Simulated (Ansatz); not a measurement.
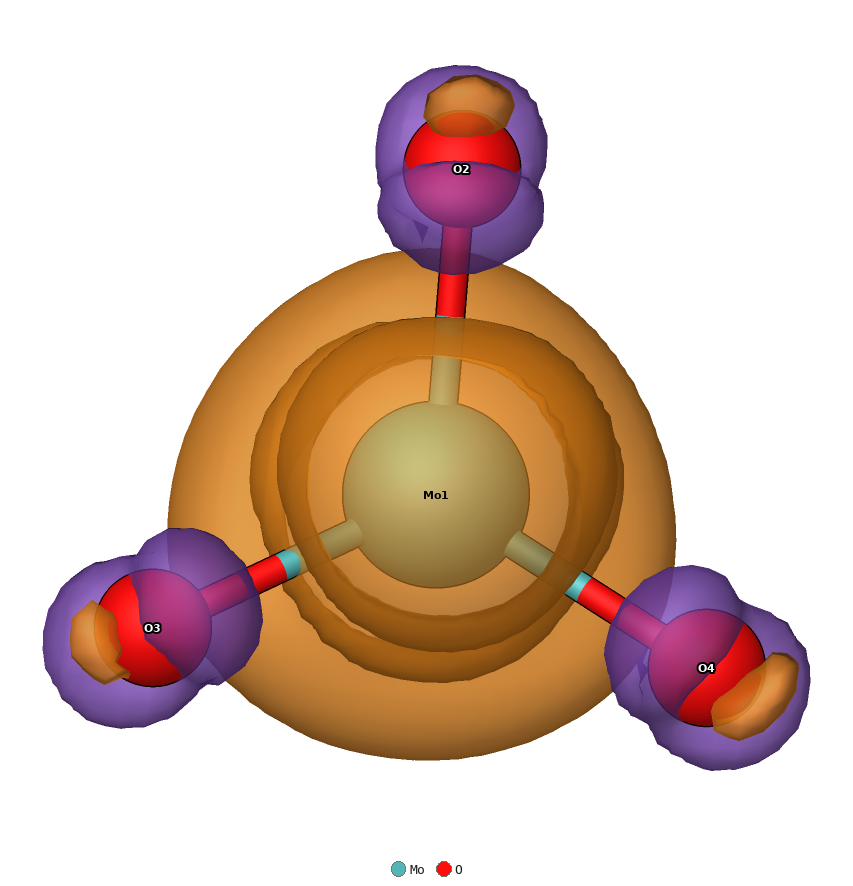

The picture shows: MoO3 (charge −1, doublet). Isosurfaces of the spin density (α minus β) at +0.02 (orange) and −0.02 e/Å³ (purple), seen across its widest extent.

Geometry: r2SCAN-D4/def2-TZVPD; core potentials replace the inner electrons of Mo; not at a stationary point (largest force 0.6 eV/Å).

Computed with UKS PBE0-D4/def2-TZVPD in Ansatz 0.2.0.

```yaml
atoms:
  - { symbol: Mo, position_ang: [-0.2959, 0.0121, -0.0171] }
  - { symbol: O, position_ang: [0.1998, 0.0863, -1.6829] }
  - { symbol: O, position_ang: [0.1034, 1.4146, 0.9316] }
  - { symbol: O, position_ang: [-0.0073, -1.5130, 0.7684] }
```

> Describe the spin distribution.

The unpaired spin (1 electron) lies mostly on Mo1 (about 1.0), in electrons by Hirshfeld's partition.
